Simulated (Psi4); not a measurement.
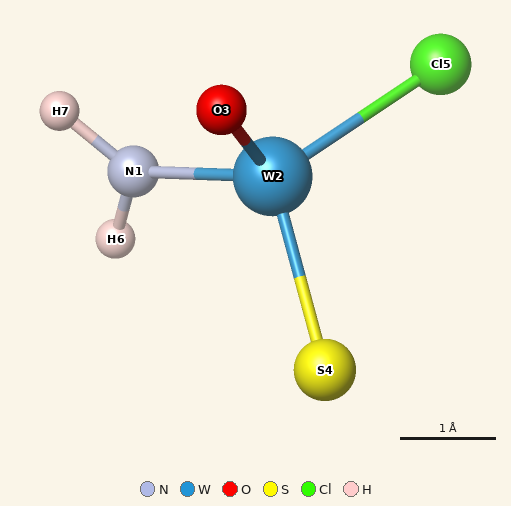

*The input geometry (ball-and-stick view, seen at a tilt; atoms are numbered from 1 in the order of the input). Sticks mark near contacts.*

Bond lengths as drawn: Cl–W 2.27 Å, H–N 1.01 Å, N–W 1.92 Å, O–W 1.69 Å and S–W 2.13 Å.

## Run report: WNH$_{2}$SClO, property calculation

System: WNH$_{2}$SClO, SMILES [NH2][W](=[O])(=[S])[Cl].
Method: PBE0/def2-TZVPP, RKS, dispersion D4, core potentials def2 (Psi4 1.11).

The geometry was optimised with PBE0/def2-TZVP.

**Input file (clh2nosw.inp)**
```
memory 3300 MB

molecule molecule1 {
  0 1
  N     -0.542977     0.701960     0.827619
  W      0.431479    -0.352202    -0.446802
  O      1.596445    -1.230802     0.414584
  S     -0.939619    -1.660087    -1.421651
  Cl     1.465384     0.974052    -1.970294
  H     -1.526255     0.919464     0.756533
  H     -0.172691     0.927687     1.740044
  symmetry c1
}

set basis def2-TZVPP
set scf_type df
set dft_radial_points 99
set dft_spherical_points 590

E, wfn = energy("pbe0-d4", return_wfn=True)
oeprop(wfn, "DIPOLE", "MULLIKEN_CHARGES", "LOWDIN_CHARGES", "WIBERG_LOWDIN_INDICES")
```

Launched with:
```bash
psi4 -i clh2nosw.inp -o clh2nosw.out -n 2
```

**What the program printed**
```
Psi4 1.11 release

   => Loading Basis Set <=

    Name: DEF2-TZVPP
    Role: ORBITAL
    Keyword: BASIS

    !!!  WARNING: ECP capability is in beta. Please check occupations closely.  !!!

   => PBE0-D4(BJ,EEQ)ATM: Empirical Dispersion <=

        a1 =       0.400856
        a2 =       5.029288
       alp =      16.000000
        s6 =       1.000000
        s8 =       1.200655
        s9 =       1.000000
        ga =       3.000000
        gc =       2.000000
        wf =       6.000000

         ---------------------------------------------------------
                                   SCF
                              RKS Reference
                        2 Threads,   3147 MiB Core
         ---------------------------------------------------------

  ==> Geometry <==

    Molecular point group: c1
    Full point group: C1

    Geometry (in Angstrom), charge = 0, multiplicity = 1:

       Center              X                  Y                   Z               Mass
    ------------   -----------------  -----------------  -----------------  -----------------
         N           -0.955806061800     1.026443605935     1.449046073347    14.003074004430
         W            0.018649938200    -0.027718394065     0.174625073347   183.950930920000
         O            1.183615938200    -0.906318394065     1.036011073347    15.994914619570
         S           -1.352448061800    -1.335603394065    -0.800223926653    31.972071174400
         CL           1.052554938200     1.298535605935    -1.348866926653    34.968852682000
         H           -1.939084061800     1.243947605935     1.377960073347     1.007825032230
         H           -0.585520061800     1.252170605935     2.361471073347     1.007825032230

  Running in c1 symmetry.

  Rotational constants: A =      0.08186  B =      0.05774  C =      0.04718 [cm^-1]
  Rotational constants: A =   2454.06221  B =   1731.05825  C =   1414.35482 [MHz]
  Nuclear repulsion =  327.767443931488913

  Charge       = 0
  Multiplicity = 1
  Electrons    = 64
  Nalpha       = 32
  Nbeta        = 32

  ==> Algorithm <==

  SCF Algorithm Type is DF.
  DIIS enabled.
  MOM disabled.
  Fractional occupation disabled.
  Guess Type is SAD.
  Energy threshold   = 1.00e-06
  Density threshold  = 1.00e-06
  Integral threshold = 1.00e-12

  ==> Primary Basis <==

  Basis Set: DEF2-TZVPP
    Blend: DEF2-TZVPP
    Number of shells: 78
    Number of basis functions: 230
    Number of Cartesian functions: 269
    Spherical Harmonics?: true
    Max angular momentum: 4

  Core potential: DEF2-TZVPP
    Number of shells: 4
    Number of ECP primitives: 10
    Number of ECP core electrons: 60
    Max angular momentum: 3

  ==> DFT Potential <==

   => LibXC <=

    Version 7.1.2

   => Composite Functional: PBE0-D4BJEEQATM <=

    PBE0-d4bjeeqatm Hyb-GGA Exchange-Correlation Functional

    Deriv               =              1
    GGA                 =           TRUE
    Meta                =          FALSE

    Exchange Hybrid     =           TRUE
    MP2 Hybrid          =          FALSE

   => Exchange Functionals <=

    0.7500   Perdew, Burke & Ernzerhof

   => Exact (HF) Exchange <=

    0.2500               HF

   => Correlation Functionals <=

    1.0000   Perdew, Burke & Ernzerhof

   => LibXC Density Thresholds  <==

    XC_HYB_GGA_XC_PBEH:  1.00E-15

   => Molecular Quadrature <=

    Radial Scheme          =       TREUTLER
    Pruning Scheme         =           NONE
    Nuclear Scheme         =       TREUTLER

    Blocking Scheme        =         OCTREE
    BS radius alpha        =              1
    Pruning alpha          =              1
    Radial Points          =             99
    Spherical Points       =            590
    Total Points           =         389147
    Total Blocks           =           2871
    Max Points             =            256
    Max Functions          =            211
    Weights Tolerance      =       1.00E-15

   => Loading Basis Set <=

    Name: (DEF2-TZVPP AUX)
    Role: JKFIT
    Keyword: DF_BASIS_SCF

  ==> Integral Setup <==

  DFHelper Memory: AOs need 0.264 GiB; user supplied 0.625 GiB.
  SCF_SUBTYPE=INCORE selected. In-core MEM_DF algorithm will be used.
  Using in-core AOs.

  ==> MemDFJK: Density-Fitted J/K Matrices <==

    J tasked:                   Yes
    K tasked:                   Yes
    wK tasked:                   No
    Memory [MiB]:               640
    Algorithm:                 Core
    Schwarz Cutoff:           1E-12
    Mask sparsity (%):       7.8299
    Fitting Condition:        1E-10

   => Auxiliary Basis Set <=

  Basis Set: (DEF2-TZVPP AUX)
    Blend: DEF2-UNIVERSAL-JKFIT
    Number of shells: 183
    Number of basis functions: 673
    Number of Cartesian functions: 877
    Spherical Harmonics?: true
    Max angular momentum: 6

  Cached 100.0% of DFT collocation blocks in 1.680 [GiB].

  Minimum eigenvalue in the overlap matrix is 8.6187038413E-04.
  Reciprocal condition number of the overlap matrix is 1.3224512715E-04.
    Using symmetric orthogonalization.

  ==> Pre-Iterations <==

  SCF Guess: Superposition of Atomic Densities via on-the-fly atomic UHF (no occupation information).

   -------------------------
    Irrep   Nso     Nmo
   -------------------------
     A        230     230
   -------------------------
    Total     230     230
   -------------------------

  ==> Iterations <==

                           Total Energy        Delta E     RMS |[F,P]|

   @DF-RKS iter SAD: -1055.52148322789481   -1.05552e+03   0.00000e+00
   @DF-RKS iter   1: -1055.72735183293139   -2.05869e-01   6.19418e-03 DIIS/ADIIS
   @DF-RKS iter   2: -1048.50439202560665    7.22296e+00   1.82016e-02 DIIS/ADIIS
   @DF-RKS iter   3: -1056.37579679429223   -7.87140e+00   2.59144e-03 DIIS/ADIIS
   @DF-RKS iter   4: -1056.37400022660040    1.79657e-03   2.69408e-03 DIIS/ADIIS
   @DF-RKS iter   5: -1056.51894564588224   -1.44945e-01   6.35348e-04 DIIS/ADIIS
   @DF-RKS iter   6: -1056.52731843596985   -8.37279e-03   3.01630e-04 DIIS/ADIIS
   @DF-RKS iter   7: -1056.52945845141062   -2.14002e-03   1.31457e-04 DIIS/ADIIS
   @DF-RKS iter   8: -1056.52981795221558   -3.59501e-04   2.76188e-05 DIIS
   @DF-RKS iter   9: -1056.52983241474840   -1.44625e-05   6.95373e-06 DIIS
   @DF-RKS iter  10: -1056.52983346971655   -1.05497e-06   1.54588e-06 DIIS
   @DF-RKS iter  11: -1056.52983353237551   -6.26590e-08   5.59659e-07 DIIS
  Energy and wave function converged.

  ==> Post-Iterations <==

   Electrons on quadrature grid:
      Ntotal   =   63.9999999306 ; deviation = -6.945e-08

    Orbital Energies [Eh]
    ---------------------

    Doubly Occupied:

       1A   -101.716299     2A    -89.017498     3A    -19.242041
       4A    -14.427927     5A     -9.543271     6A     -7.998360
       7A     -7.273881     8A     -7.270877     9A     -7.270476
      10A     -5.932067    11A     -5.931173    12A     -5.929333
      13A     -3.089161    14A     -1.741043    15A     -1.725354
      16A     -1.722067    17A     -0.962017    18A     -0.909957
      19A     -0.848785    20A     -0.699392    21A     -0.561213
      22A     -0.490529    23A     -0.437139    24A     -0.428714
      25A     -0.420123    26A     -0.405281    27A     -0.387799
      28A     -0.358487    29A     -0.348942    30A     -0.332848
      31A     -0.299670    32A     -0.285088

    Virtual:

      33A     -0.093130    34A     -0.085575    35A     -0.041759
      36A     -0.034230    37A     -0.015108    38A      0.001961
      39A      0.061216    40A      0.077870    41A      0.114379
      42A      0.134086    43A      0.156493    44A      0.183513
      45A      0.197068    46A      0.208271    47A      0.228556
      48A      0.250985    49A      0.264945    50A      0.266426
      51A      0.291275    52A      0.303431    53A      0.318224
      54A      0.332055    55A      0.334537    56A      0.342956
      57A      0.368570    58A      0.385959    59A      0.391531
      60A      0.408179    61A      0.424869    62A      0.438304
      63A      0.447951    64A      0.452580    65A      0.475158
      66A      0.481239    67A      0.516186    68A      0.536477
      69A      0.541842    70A      0.565551    71A      0.573236
      72A      0.612482    73A      0.637689    74A      0.655164
      75A      0.687170    76A      0.694639    77A      0.738259
      78A      0.747064    79A      0.778049    80A      0.817727
      81A      0.830794    82A      0.847556    83A      0.887816
      84A      0.891262    85A      0.915956    86A      0.974231
      87A      0.989141    88A      1.018947    89A      1.064407
      90A      1.079136    91A      1.111676    92A      1.124957
      93A      1.151132    94A      1.183049    95A      1.268731
      96A      1.353827    97A      1.365588    98A      1.395520
      99A      1.400022   100A      1.417824   101A      1.438250
     102A      1.473140   103A      1.492751   104A      1.510250
     105A      1.519485   106A      1.534159   107A      1.543056
     108A      1.572258   109A      1.585318   110A      1.626802
     111A      1.641135   112A      1.673192   113A      1.695951
     114A      1.708913   115A      1.736010   116A      1.759694
     117A      1.799346   118A      1.808175   119A      1.822344
     120A      1.844273   121A      1.851000   122A      1.865933
     123A      1.883275   124A      1.899401   125A      1.929148
     126A      1.959245   127A      1.971276   128A      1.998181
     129A      2.044584   130A      2.068140   131A      2.076089
     132A      2.082990   133A      2.097413   134A      2.113344
     135A      2.154921   136A      2.189052   137A      2.232095
     138A      2.234457   139A      2.240696   140A      2.248702
     141A      2.261346   142A      2.269060   143A      2.295995
     144A      2.325931   145A      2.350141   146A      2.390294
     147A      2.404183   148A      2.447414   149A      2.460989
     150A      2.501553   151A      2.623431   152A      2.659815
     153A      2.677235   154A      2.697383   155A      2.786188
     156A      2.797895   157A      2.865192   158A      2.892923
     159A      2.950244   160A      2.978173   161A      3.037239
     162A      3.106417   163A      3.151015   164A      3.165188
     165A      3.227488   166A      3.276232   167A      3.391482
     168A      3.466215   169A      3.483393   170A      3.575189
     171A      3.680539   172A      3.827467   173A      3.876230
     174A      3.920872   175A      3.956371   176A      4.059534
     177A      4.139458   178A      4.177802   179A      4.296601
     180A      4.441191   181A      4.467507   182A      4.572156
     183A      4.678759   184A      4.827457   185A      4.902958
     186A      5.130822   187A      5.141676   188A      5.258265
     189A      5.265780   190A      5.371160   191A      5.390745
     192A      5.421704   193A      5.467944   194A      5.536744
     195A      5.588605   196A      5.644942   197A      5.674512
     198A      6.034708   199A      6.327044   200A      6.341712
     201A      6.433416   202A      6.461674   203A      6.718959
     204A      6.737068   205A      6.748824   206A      6.765433
     207A      6.809332   208A      6.835394   209A      6.873128
     210A      6.941085   211A      8.076689   212A      8.077463
     213A      8.178545   214A      8.181339   215A      8.217555
     216A      8.934603   217A      8.941240   218A      9.235912
     219A     10.780739   220A     10.783002   221A     11.151898
     222A     18.867425   223A     24.983446   224A     32.579915
     225A     43.687212   226A     45.128592   227A     46.225984
     228A     46.739356   229A     70.643810   230A    583.686684

    Final Occupation by Irrep:
              A
    DOCC [    32 ]
    NA   [    32 ]
    NB   [    32 ]

  @DF-RKS Final Energy: -1056.52983353237551

   => Energetics <=

    Nuclear Repulsion Energy =            327.7674439314889128
    One-Electron Energy =               -2131.0910299431197927
    Two-Electron Energy =                 805.4118287125938878
    DFT Exchange-Correlation Energy =     -58.6103940832099397
    Empirical Dispersion Energy =          -0.0076821501286744
    VV10 Nonlocal Energy =                  0.0000000000000000
    Total Energy =                      -1056.5298335323755055

Computation Completed

Properties will be evaluated at   0.000000,   0.000000,   0.000000 [a0]

Properties computed using the SCF density matrix

 Multipole Moments:

 ------------------------------------------------------------------------------------
     Multipole            Electronic (a.u.)      Nuclear  (a.u.)        Total (a.u.)
 ------------------------------------------------------------------------------------

 L = 1.  Multiply by 2.5417464519 to convert [e a0] to [Debye]
 Dipole X            :          5.4049734           -6.1056200           -0.7006466
 Dipole Y            :         -4.1231704            5.1930993            1.0699288
 Dipole Z            :         21.8632222          -21.0113495            0.8518728
 Magnitude           :                                                    1.5366654

 ------------------------------------------------------------------------------------

	total time  =        110 seconds =       1.83 minutes

Properties will be evaluated at   0.000000,   0.000000,   0.000000 [a0]
OEProp: No title given, name of density matrix used for the following properties is 'SCF density'

 Multipole Moments:

 ------------------------------------------------------------------------------------
     Multipole            Electronic (a.u.)      Nuclear  (a.u.)        Total (a.u.)
 ------------------------------------------------------------------------------------

 L = 1.  Multiply by 2.5417464519 to convert [e a0] to [Debye]
 Dipole X            :          5.4049734           -6.1056200           -0.7006466
 Dipole Y            :         -4.1231704            5.1930993            1.0699288
 Dipole Z            :         21.8632222          -21.0113495            0.8518728
 Magnitude           :                                                    1.5366654

 ------------------------------------------------------------------------------------
  Mulliken Charges: (a.u.)
   Center  Symbol    Alpha    Beta     Spin     Total
       1     N     3.72229  3.72229  0.00000 -0.44458
       2     W     6.57479  6.57479  0.00000  0.85042
       3     O     4.17376  4.17376  0.00000 -0.34751
       4     S     8.11825  8.11825  0.00000 -0.23649
       5    CL     8.61661  8.61661  0.00000 -0.23322
       6     H     0.39605  0.39605  0.00000  0.20791
       7     H     0.39827  0.39827  0.00000  0.20347

   Total alpha = 32.00000, Total beta = 32.00000, Total charge =  0.00000

  Lowdin Charges: (a.u.)
   Center  Symbol    Alpha    Beta     Spin     Total
       1     N     3.41920  3.41920  0.00000  0.16159
       2     W     7.23156  7.23156  0.00000 -0.46311
       3     O     4.02925  4.02925  0.00000 -0.05850
       4     S     7.88509  7.88509  0.00000  0.22981
       5    CL     8.39638  8.39638  0.00000  0.20723
       6     H     0.51922  0.51922  0.00000 -0.03844
       7     H     0.51929  0.51929  0.00000 -0.03858

  Total alpha = 32.00000, Total beta = 32.00000, Total charge =  0.00000

  Wiberg Bond Indices using Orthogonal Lowdin Orbitals:

  Irrep: 1 Size: 7 x 7

                 1                   2                   3                   4                   5

    1     0.00000000000000     1.50017511861841     0.08349181173862     0.11095419030670     0.06655514422208
    2     1.50017511861841     0.00000000000000     2.82026886455285     2.86954276079074     1.83662499406148
    3     0.08349181173862     2.82026886455285     0.00000000000000     0.19267258759239     0.08511000654631
    4     0.11095419030670     2.86954276079074     0.19267258759239     0.00000000000000     0.11187997507291
    5     0.06655514422208     1.83662499406148     0.08511000654631     0.11187997507291     0.00000000000000
    6     1.12894564918287     0.15784599687676     0.00741881901235     0.01642849970999     0.00620565015880
    7     1.12813605979426     0.16190006139448     0.01096351313929     0.01061455083232     0.00631788980032

                 6                   7

    1     1.12894564918287     1.12813605979426
    2     0.15784599687676     0.16190006139448
    3     0.00741881901235     0.01096351313929
    4     0.01642849970999     0.01061455083232
    5     0.00620565015880     0.00631788980032
    6     0.00000000000000     0.12805152612574
    7     0.12805152612574     0.00000000000000

  Atomic Valences:

 #  #
 Irrep: 1
      1:    4.018257973862927
      2:    9.346357796294724
      3:    3.199925602581807
      4:    3.312092564305050
      5:    2.112693659861915
      6:    1.444896141066504
      7:    1.445983601086408

    Psi4 run time: 0:01:50.70
```

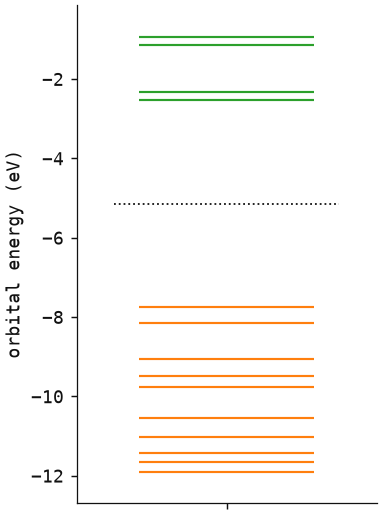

*Orbital energies near the frontier; the dotted line parts filled from empty levels, and levels within 0.02 eV of each other stand side by side.*

Highest filled −7.76 eV, lowest empty −2.53 eV, 5.23 eV apart.

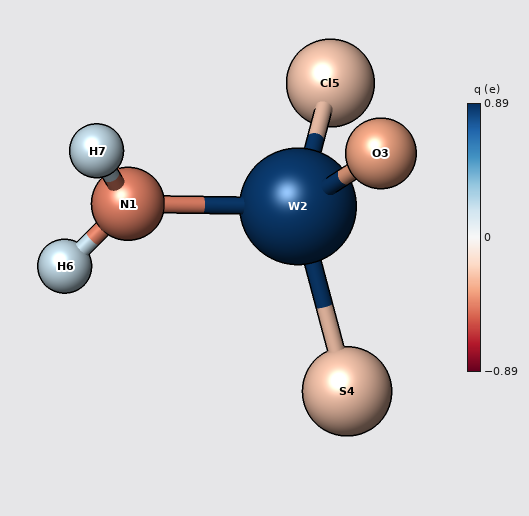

*Mulliken charges, as the colour of each atom (ball-and-stick view, seen at a tilt; atoms are numbered from 1 in the order of the input).*

By element: N −0.44, W +0.85, O −0.35, S −0.24, Cl −0.23 and H +0.20 to +0.21 e.

**Summary**

- outcome: converged
- total energy: −1056.529834 hartree
- dispersion energy: −0.007682 hartree
- basis functions: 230
- HOMO: −7.76 eV
- LUMO: −2.53 eV
- dipole moment: 3.91 D
- hardware: 2 threads of Intel Xeon @ 2.50GHz (Skylake/Cascade Lake), 189 GiB of memory available, shared host
- wall time: 1.9 min (CPU time 3.6 min)
- peak memory: 2.3 GiB
